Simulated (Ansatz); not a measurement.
## Run report: SiH5ClO, nudged elastic band

- system: SiH5ClO
- method: RKS revPBE/def2-SVP (Ansatz 0.2.0)

It belongs to a series of runs on one base structure; here: band between the two ends.

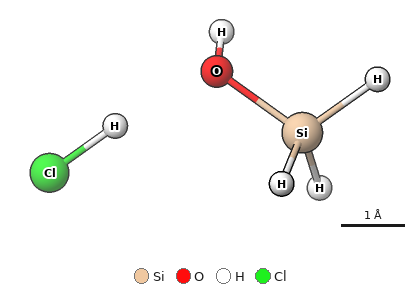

The input geometry (ball-and-stick view, seen at a tilt). Bond lengths as drawn: Cl–H 1.32 Å, H–O 0.97 Å, H–Si 1.50 to 1.51 Å and O–Si 1.71 Å.

The input:
```yaml
crystal:
  periodic: [false, false, false]
  atoms:
    - { symbol: Si, position_ang: [-0.233102, 0.269157, -0.114026] }
    - { symbol: O, position_ang: [0.023099, -0.125942, 1.530336] }
    - { symbol: H, position_ang: [-0.786093, -0.216166, 2.06614] }
    - { symbol: H, position_ang: [1.137516, 0.424936, -0.693325] }
    - { symbol: H, position_ang: [-1.004239, 1.558294, -0.221625] }
    - { symbol: H, position_ang: [-0.992018, -0.814048, -0.832847] }
    - { symbol: Cl, position_ang: [1.778607, -2.730054, 1.96636] }
    - { symbol: H, position_ang: [1.110329, -1.596779, 1.873786] }
basis:
  gaussian: { orbitals: def2-SVP }
hamiltonian:
  xc: revpbe
neb:
  order_check: false
  images: 7
  f_tol: 0.05
  max_iterations: 60
  final_atoms:
    - { symbol: Si, position_ang: [0.4343594, -0.11112135, -0.44005418] }
    - { symbol: O, position_ang: [-0.67846717, -0.35320246, 2.5480992] }
    - { symbol: H, position_ang: [-1.18965726, -1.17310208, 2.40794961] }
    - { symbol: H, position_ang: [0.96817953, 0.01114658, -1.8397244] }
    - { symbol: H, position_ang: [0.44140358, 1.23145885, 0.21826221] }
    - { symbol: H, position_ang: [-0.93092213, -0.72574238, -0.4935259] }
    - { symbol: Cl, position_ang: [1.75550146, -1.40992089, 0.56873183] }
    - { symbol: H, position_ang: [0.2337016, -0.70011827, 2.60506064] }
  initial_path:
    images:
      - { positions_ang: [[-0.233102, 0.269157, -0.114026], [0.023099, -0.125942, 1.530336], [-0.786093, -0.216166, 2.06614], [1.137516, 0.424936, -0.693325], [-1.004239, 1.558294, -0.221625], [-0.992018, -0.814048, -0.832847], [1.778607, -2.730054, 1.96636], [1.110329, -1.596779, 1.873786]] }
      - { positions_ang: [[-0.1775397, 0.20925125, -0.08048719], [0.02082683, -0.10946793, 1.65975184], [-0.8119833, -0.2525683, 2.14540608], [1.19310352, 0.33361916, -0.64050781], [-0.93100868, 1.47793784, -0.26738376], [-0.91840641, -0.89642653, -0.75213086], [1.65341164, -2.52760721, 1.64607069], [1.00569511, -1.46534028, 1.86408002]] }
      - { positions_ang: [[-0.12197741, 0.14934551, -0.04694839], [0.01855466, -0.09299386, 1.78916768], [-0.8378736, -0.28897061, 2.22467215], [1.24869105, 0.24230232, -0.58769062], [-0.85777837, 1.39758168, -0.31314252], [-0.84479482, -0.97880506, -0.67141473], [1.52821627, -2.32516043, 1.32578138], [0.90106122, -1.33390155, 1.85437403]] }
      - { positions_ang: [[-0.06641511, 0.08943976, -0.01340958], [0.0162825, -0.07651979, 1.91858353], [-0.8637639, -0.32537291, 2.30393823], [1.30427857, 0.15098548, -0.53487343], [-0.78454805, 1.31722552, -0.35890128], [-0.77118323, -1.06118359, -0.59069859], [1.40302091, -2.12271364, 1.00549208], [0.79642732, -1.20246283, 1.84466805]] }
      - { positions_ang: [[-0.01085281, 0.02953401, 0.02012923], [0.01401033, -0.06004572, 2.04799937], [-0.8896542, -0.36177521, 2.38320431], [1.3598661, 0.05966864, -0.48205625], [-0.71131774, 1.23686936, -0.40466003], [-0.69757165, -1.14356212, -0.50998245], [1.27782554, -1.92026686, 0.68520277], [0.69179343, -1.0710241, 1.83496206]] }
      - { positions_ang: [[0.10045024, -0.00562983, -0.09491662], [-0.15910905, -0.13333491, 2.17302432], [-0.96465497, -0.56460693, 2.38939063], [1.26194446, 0.04753812, -0.82147328], [-0.42313741, 1.23551674, -0.24892947], [-0.75590927, -1.03910719, -0.50586832], [1.39724452, -1.79268036, 0.65608503], [0.57727047, -0.97829764, 2.02748671]] }
      - { positions_ang: [[0.21175329, -0.04079367, -0.20996248], [-0.33222842, -0.20662409, 2.29804928], [-1.03965573, -0.76743865, 2.39557696], [1.16402281, 0.03540761, -1.16089032], [-0.13495708, 1.23416411, -0.09319891], [-0.81424689, -0.93465225, -0.50175418], [1.5166635, -1.66509387, 0.6269673], [0.46274752, -0.88557118, 2.22001135]] }
      - { positions_ang: [[0.32305634, -0.07595751, -0.32500833], [-0.5053478, -0.27991328, 2.42307424], [-1.1146565, -0.97027036, 2.40176328], [1.06610117, 0.02327709, -1.50030736], [0.15322325, 1.23281148, 0.06253165], [-0.87258451, -0.83019732, -0.49764004], [1.63608248, -1.53750738, 0.59784956], [0.34822456, -0.79284473, 2.412536]] }
      - { positions_ang: [[0.4343594, -0.11112135, -0.44005418], [-0.67846717, -0.35320246, 2.5480992], [-1.18965726, -1.17310208, 2.40794961], [0.96817953, 0.01114658, -1.8397244], [0.44140358, 1.23145885, 0.21826221], [-0.93092213, -0.72574238, -0.4935259], [1.75550146, -1.40992089, 0.56873183], [0.2337016, -0.70011827, 2.60506064]] }
```

Launched with:
```bash
ansatz run input.yaml --threads 2 --pin off --max-ram 3072MiB --backend cpu --events-out ev --progress --plain --runs-dir out
```

Log:
```
Engine: ansatz 0.2.0, aarch64-unknown-linux-gnu
Functional definition: revPBE
  parameter kappa = 1.245
  parameter beta = 0.06672455060314922
  exchange = pbe_x(kappa = kappa, mu = beta*pi^2/3)
  correlation = pbe_c(beta = beta)
824 factors; their error is unknown
mean field evaluation 1: about -22512.6709 eV, gradient 4.9e1 eV
mean field evaluation 2: about -22493.2776 eV, gradient 1.1e2 eV
mean field evaluation 4: about -22516.9793 eV, gradient 3.4e0 eV
mean field evaluation 8: about -22517.0084 eV, gradient 2.9e-2 eV
mean field evaluation 16: about -22516.9574 eV, gradient 2.2e-5 eV
mean field -22516.95744145 eV, -827.4829234312 hartree, gradient 2.2e-5 eV, S^2 0.000000; 0 other end points of the search recorded, 0 dependent functions left out
the calculation of the forces begins
reference -22516.95748151 eV, -827.4829249037 hartree; 22, 22 occupied and 53, 53 virtual orbitals, 824 factors
824 factors; their error is unknown
mean field evaluation 32: about -22517.0010 eV, gradient 4.9e-5 eV
mean field -22517.00102800 eV, -827.4845252076 hartree, gradient 4.9e-5 eV, S^2 0.000000; 0 other end points of the search recorded, 0 dependent functions left out
[... from here on the field's lines of each further geometry are left out, up to the last ...]
NEB iter   1: max|band force component| = 5.096e0 eV/Å  barrier→ = 2.1525 eV  barrier← = 2.1961 eV  Δτ_max = 0.1983 Å  (220 SCF iters)
NEB iter   2: max|band force component| = 1.527e0 eV/Å  barrier→ = 1.2807 eV  barrier← = 1.3243 eV  Δτ_max = 0.2000 Å  (197 SCF iters)
NEB iter   3: max|band force component| = 6.149e-1 eV/Å  barrier→ = 0.9734 eV  barrier← = 1.0170 eV  Δτ_max = 0.1942 Å  (196 SCF iters)
NEB iter   4: max|band force component| = 7.492e-1 eV/Å  barrier→ = 0.9999 eV  barrier← = 1.0435 eV  Δτ_max = 0.0955 Å  (192 SCF iters)
NEB iter   5: max|band force component| = 3.793e-1 eV/Å  barrier→ = 0.9617 eV  barrier← = 1.0053 eV  CI = image 4  Δτ_max = 0.1012 Å  (187 SCF iters)
NEB iter   6: max|band force component| = 5.050e-1 eV/Å  barrier→ = 0.9325 eV  barrier← = 0.9760 eV  CI = image 4  Δτ_max = 0.0501 Å  (186 SCF iters)
NEB iter   7: max|band force component| = 4.221e-1 eV/Å  barrier→ = 0.9135 eV  barrier← = 0.9571 eV  CI = image 4  Δτ_max = 0.1005 Å  (185 SCF iters)
NEB iter   8: max|band force component| = 2.223e-1 eV/Å  barrier→ = 0.8839 eV  barrier← = 0.9275 eV  CI = image 4  Δτ_max = 0.1005 Å  (188 SCF iters)
NEB iter   9: max|band force component| = 1.947e-1 eV/Å  barrier→ = 0.8604 eV  barrier← = 0.9040 eV  CI = image 4  Δτ_max = 0.1002 Å  (187 SCF iters)
NEB iter  10: max|band force component| = 6.881e-1 eV/Å  barrier→ = 0.8464 eV  barrier← = 0.8900 eV  CI = image 4  Δτ_max = 0.0503 Å  (184 SCF iters)
NEB iter  11: max|band force component| = 1.974e-1 eV/Å  barrier→ = 0.8388 eV  barrier← = 0.8824 eV  CI = image 4  Δτ_max = 0.1009 Å  (184 SCF iters)
NEB iter  12: max|band force component| = 6.093e-1 eV/Å  barrier→ = 0.8347 eV  barrier← = 0.8782 eV  CI = image 4  Δτ_max = 0.0499 Å  (187 SCF iters)
NEB iter  13: max|band force component| = 1.469e-1 eV/Å  barrier→ = 0.8349 eV  barrier← = 0.8785 eV  CI = image 4  Δτ_max = 0.0993 Å  (187 SCF iters)
NEB iter  14: max|band force component| = 1.577e-1 eV/Å  barrier→ = 0.8338 eV  barrier← = 0.8774 eV  CI = image 4  Δτ_max = 0.0502 Å  (176 SCF iters)
NEB iter  15: max|band force component| = 1.602e-1 eV/Å  barrier→ = 0.8338 eV  barrier← = 0.8774 eV  CI = image 4  Δτ_max = 0.0497 Å  (181 SCF iters)
NEB iter  16: max|band force component| = 1.273e-1 eV/Å  barrier→ = 0.8337 eV  barrier← = 0.8773 eV  CI = image 4  Δτ_max = 0.0988 Å  (183 SCF iters)
NEB iter  17: max|band force component| = 1.710e-1 eV/Å  barrier→ = 0.8336 eV  barrier← = 0.8772 eV  CI = image 4  Δτ_max = 0.0497 Å  (171 SCF iters)
NEB iter  18: max|band force component| = 1.488e-1 eV/Å  barrier→ = 0.8336 eV  barrier← = 0.8772 eV  CI = image 4  Δτ_max = 0.0250 Å  (166 SCF iters)
NEB iter  19: max|band force component| = 1.246e-1 eV/Å  barrier→ = 0.8336 eV  barrier← = 0.8772 eV  CI = image 4  Δτ_max = 0.0249 Å  (158 SCF iters)
NEB iter  20: max|band force component| = 1.102e-1 eV/Å  barrier→ = 0.8335 eV  barrier← = 0.8771 eV  CI = image 4  Δτ_max = 0.0499 Å  (155 SCF iters)
NEB iter  21: max|band force component| = 9.074e-2 eV/Å  barrier→ = 0.8335 eV  barrier← = 0.8771 eV  CI = image 4  Δτ_max = 0.1006 Å  (152 SCF iters)
NEB iter  22: max|band force component| = 1.316e-1 eV/Å  barrier→ = 0.8335 eV  barrier← = 0.8771 eV  CI = image 4  Δτ_max = 0.0500 Å  (156 SCF iters)
NEB iter  23: max|band force component| = 7.871e-2 eV/Å  barrier→ = 0.8335 eV  barrier← = 0.8771 eV  CI = image 4  Δτ_max = 0.0991 Å  (150 SCF iters)
NEB iter  24: max|band force component| = 9.661e-2 eV/Å  barrier→ = 0.8335 eV  barrier← = 0.8771 eV  CI = image 4  Δτ_max = 0.0496 Å  (150 SCF iters)
NEB iter  25: max|band force component| = 5.099e-2 eV/Å  barrier→ = 0.8335 eV  barrier← = 0.8771 eV  CI = image 4  Δτ_max = 0.0498 Å  (151 SCF iters)
the calculation of the forces begins
reference -22516.93641433 eV, -827.4821506991 hartree; 22, 22 occupied and 53, 53 virtual orbitals, 824 factors
824 factors; their error is unknown
mean field -22516.12392589 eV, -827.4522922995 hartree, gradient 1.7e-5 eV, S^2 0.000000; 1 other end points of the search recorded, 0 dependent functions left out
the calculation of the forces begins
reference -22516.12396281 eV, -827.4522936563 hartree; 22, 22 occupied and 53, 53 virtual orbitals, 824 factors
NEB iter  26: max|band force component| = 3.498e-2 eV/Å  barrier→ = 0.8335 eV  barrier← = 0.8771 eV  CI = image 4  Δτ_max = 0.0000 Å  (329 SCF iters)
```

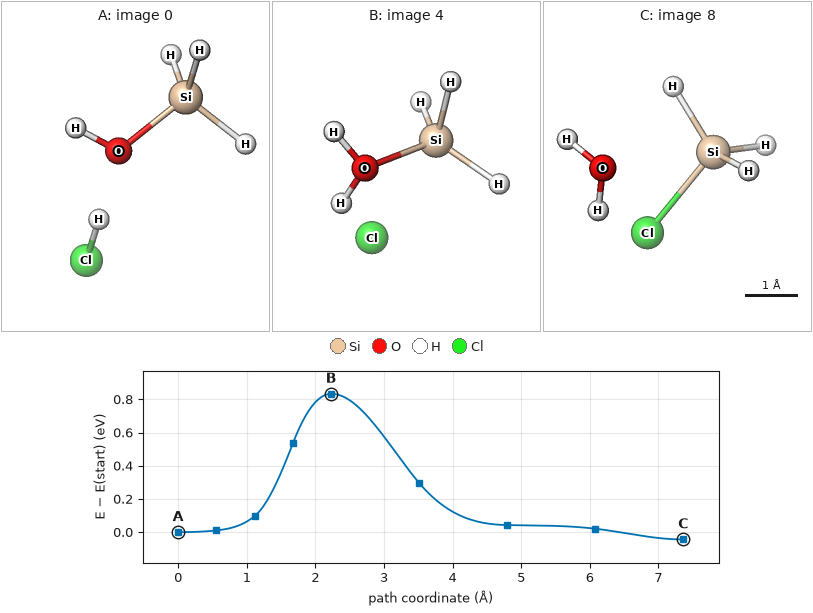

Images of the last band (counted from 0; ball-and-stick, seen at a tilt) above the energy along the path; the line is a cubic interpolation that uses the forces. The highest image is number 4, 0.834 eV above the start and 0.877 eV above the end (the climbing image); the end lies 0.044 eV below the start. The path is 7.36 Å long. The band converged in 26 iterations.

```
Total energy: -22516.12396281 eV, -827.4522936563 hartree
Atom 0 at     0.092782    -0.187099    -0.044969 Å, force     0.000125    -0.000181     0.001303 eV/Å
Atom 1 at     0.086768    -0.079667     1.901267 Å, force     0.000118     0.000614    -0.000722 eV/Å
Atom 2 at    -0.795692    -0.002483     2.321140 Å, force    -0.000196    -0.000099    -0.000352 eV/Å
Atom 3 at     1.344528     0.351629    -0.658207 Å, force     0.000081     0.000006    -0.000153 eV/Å
Atom 4 at    -0.840539     1.021057    -0.001114 Å, force    -0.000054     0.000102    -0.000012 eV/Å
Atom 5 at    -0.735007    -1.173792    -0.814063 Å, force    -0.000211    -0.000089    -0.000180 eV/Å
Atom 6 at     1.348155    -2.151541     0.816291 Å, force    -0.000062     0.000253    -0.000118 eV/Å
Atom 7 at     0.533103    -1.008705     2.054455 Å, force     0.000198    -0.000605     0.000234 eV/Å
Dipole moment:    -0.545596     0.389887     0.424372 e Å
this run last wrote the band of iteration 26 to [file]
```

The last band as extended XYZ (Å, eV, eV/Å):
```
8
Properties=species:S:1:pos:R:3:forces:R:3 image=0 energy=-22516.95744
Si   -0.2331    0.2692   -0.1140    0.0034  -0.0055   0.0121
O     0.0231   -0.1259    1.5303   -0.0062   0.0041  -0.0094
H    -0.7861   -0.2162    2.0661    0.0019  -0.0017  -0.0024
H     1.1375    0.4249   -0.6933    0.0025   0.0026  -0.0009
H    -1.0042    1.5583   -0.2216    0.0019  -0.0040  -0.0024
H    -0.9920   -0.8140   -0.8328   -0.0063   0.0050   0.0003
Cl    1.7786   -2.7301    1.9664   -0.0094   0.0189  -0.0024
H     1.1103   -1.5968    1.8738    0.0122  -0.0196   0.0052
8
Properties=species:S:1:pos:R:3:forces:R:3 image=1 energy=-22516.94673
Si   -0.1829    0.2176   -0.0518   -0.0060   0.0086  -0.0044
O     0.0036   -0.0250    1.6335    0.0002  -0.0010  -0.0074
H    -0.8289   -0.0767    2.1378    0.0015  -0.0106  -0.0048
H     1.2044    0.4255   -0.5708   -0.0061   0.0050  -0.0059
H    -1.0310    1.4370   -0.2972   -0.0026   0.0122  -0.0029
H    -0.8314   -0.9672   -0.7142   -0.0106   0.0115  -0.0058
Cl    1.6766   -2.6837    1.6087    0.0110  -0.0173   0.0289
H     1.0237   -1.5582    1.8289    0.0125  -0.0084   0.0023
8
Properties=species:S:1:pos:R:3:forces:R:3 image=2 energy=-22516.86022
Si   -0.1116    0.1251    0.0042   -0.0712   0.1011  -0.0007
O    -0.0003   -0.0234    1.7193   -0.0202   0.0357  -0.0501
H    -0.8470    0.0312    2.1992   -0.0125   0.0045  -0.0351
H     1.2758    0.3791   -0.4940   -0.0383   0.0209   0.0395
H    -1.0000    1.3066   -0.2488   -0.0566   0.1008  -0.0991
H    -0.7096   -1.0869   -0.6552   -0.0165   0.0406   0.0519
Cl    1.5494   -2.4922    1.2564    0.0951  -0.1612   0.1367
H     0.8774   -1.4701    1.7936    0.1202  -0.1425  -0.0430
8
Properties=species:S:1:pos:R:3:forces:R:3 image=3 energy=-22516.42082
Si   -0.0124   -0.0246    0.0049   -0.2249   0.3206   0.0973
O     0.0430   -0.0743    1.7955   -0.0723   0.0247  -0.2157
H    -0.8115    0.0302    2.2596   -0.0108   0.0825  -0.1169
H     1.3224    0.3419   -0.5654   -0.0677  -0.0308   0.1616
H    -0.9183    1.1603   -0.0937   -0.1743   0.2705  -0.1915
H    -0.7023   -1.1455   -0.7226    0.0476   0.0351   0.2073
Cl    1.4052   -2.2583    1.0441    0.1253  -0.2104   0.4661
H     0.7079   -1.2603    1.8526    0.3771  -0.4921  -0.4083
8
Properties=species:S:1:pos:R:3:forces:R:3 image=4 energy=-22516.12393
Si    0.0928   -0.1871   -0.0450    0.0001  -0.0002   0.0013
O     0.0868   -0.0797    1.9013    0.0001   0.0006  -0.0007
H    -0.7957   -0.0025    2.3211   -0.0002  -0.0001  -0.0004
H     1.3445    0.3516   -0.6582    0.0001   0.0000  -0.0002
H    -0.8405    1.0211   -0.0011   -0.0001   0.0001   0.0000
H    -0.7350   -1.1738   -0.8141   -0.0002  -0.0001  -0.0002
Cl    1.3482   -2.1515    0.8163   -0.0001   0.0003  -0.0001
H     0.5331   -1.0087    2.0545    0.0002  -0.0006   0.0002
8
Properties=species:S:1:pos:R:3:forces:R:3 image=5 energy=-22516.66146
Si    0.1572   -0.3719   -0.3522    0.0061  -0.0693  -0.1727
O     0.1931    0.1202    2.4441    0.0955   0.1322   0.2808
H    -0.7695   -0.0331    2.4898    0.0047   0.0129   0.0905
H     1.3311    0.4678   -0.7436    0.0026   0.0177  -0.0580
H    -0.9053    0.5224    0.2211   -0.0046  -0.2683   0.0959
H    -0.5198   -1.0618   -1.4919    0.0964   0.0435  -0.3350
Cl    1.0003   -2.0822    0.6287   -0.2090   0.0304  -0.0819
H     0.5470   -0.7920    2.3788    0.0082   0.1008   0.1804
8
Properties=species:S:1:pos:R:3:forces:R:3 image=6 energy=-22516.91456
Si    0.2852   -0.3646   -0.6713    0.0281   0.0016  -0.0035
O    -0.1681    0.0917    2.9934   -0.0074  -0.0222  -0.0031
H    -1.0109   -0.3960    2.9329   -0.0041   0.0087   0.0237
H     1.3531    0.4649   -1.3233   -0.0176  -0.0028   0.0008
H    -0.5290    0.4507    0.2834    0.0046  -0.0036  -0.0093
H    -0.5808   -1.0087   -1.7132   -0.0064   0.0030  -0.0233
Cl    1.2230   -1.8979    0.4251   -0.0081   0.0018   0.0080
H     0.4617   -0.5706    2.6478    0.0109   0.0135   0.0067
8
Properties=species:S:1:pos:R:3:forces:R:3 image=7 energy=-22516.93638
Si    0.3996   -0.2134   -0.6233    0.0098  -0.0001   0.0040
O    -0.5142   -0.1532    2.8430   -0.0115  -0.0181  -0.0079
H    -1.1509   -0.8901    2.8979   -0.0094  -0.0093   0.0020
H     1.2718    0.2851   -1.7380   -0.0058  -0.0084  -0.0226
H    -0.0124    0.9041    0.2783    0.0207   0.0197  -0.0030
H    -0.7966   -0.9223   -1.1874   -0.0128   0.0022   0.0225
Cl    1.5224   -1.6165    0.4758    0.0104   0.0077   0.0065
H     0.3144   -0.6244    2.6286   -0.0014   0.0063  -0.0015
8
Properties=species:S:1:pos:R:3:forces:R:3 image=8 energy=-22517.00103
Si    0.4344   -0.1111   -0.4401    0.0033  -0.0005  -0.0071
O    -0.6785   -0.3532    2.5481    0.0038  -0.0222  -0.0038
H    -1.1897   -1.1731    2.4080   -0.0012   0.0137   0.0028
H     0.9682    0.0111   -1.8397    0.0003  -0.0024  -0.0016
H     0.4414    1.2315    0.2183   -0.0024  -0.0037   0.0070
H    -0.9309   -0.7257   -0.4935    0.0046   0.0012   0.0028
Cl    1.7555   -1.4099    0.5687   -0.0061   0.0045  -0.0015
H     0.2337   -0.7001    2.6051   -0.0023   0.0093   0.0014
```

Key numbers:

| quantity | value |
| --- | --- |
| outcome | converged |
| barrier, forward | 0.834 eV |
| barrier, backward | 0.877 eV |
| hardware | 2 threads of Arm Neoverse V1, 24 GiB of memory available, shared host |
| wall time | 2.8 min (CPU time 5.4 min) |
| peak memory | 0.16 GiB |

Notes:

The order of the saddle point was not checked.
